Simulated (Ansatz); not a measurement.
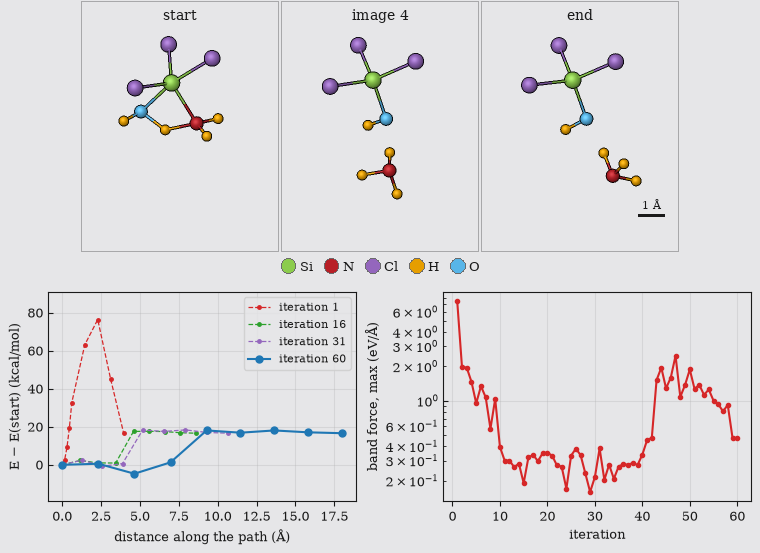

A search for the minimum-energy path of SiNH4OCl3 by the nudged elastic band. Images are numbered from 0 (start) to 8 (end). The plot follows the band through its iterations. Style: ball-and-stick. Shown at a tilt.

These are results of UKS PBE/STO-3G in Ansatz, not measurements. Set-up: 7 movable images; climbing image; force threshold 0.05 eV/Å; iteration limit 60; starting path through a guess of the saddle point.

Question: Judge this run.

Answer: The result isn't final. The band hadn't converged when the run stopped after 60 iterations. The largest component of the band force went from 7.4 to 0.47 eV/Å. The barrier read from it is provisional: over the last two iterations the highest image moved from 18.6 kcal/mol to 18.1 kcal/mol. The first iteration put the highest image at 76.5 kcal/mol. Relative to the start the highest point is image 4 at +18.1 kcal/mol and the end lies at +16.6 kcal/mol, but the profile dips to −4.7 kcal/mol at image 2 on the way, so there may be more than one step; on an unconverged band the side maxima are provisional.

Limits of the set-up: STO-3G is a minimal basis, so the numbers are rough.
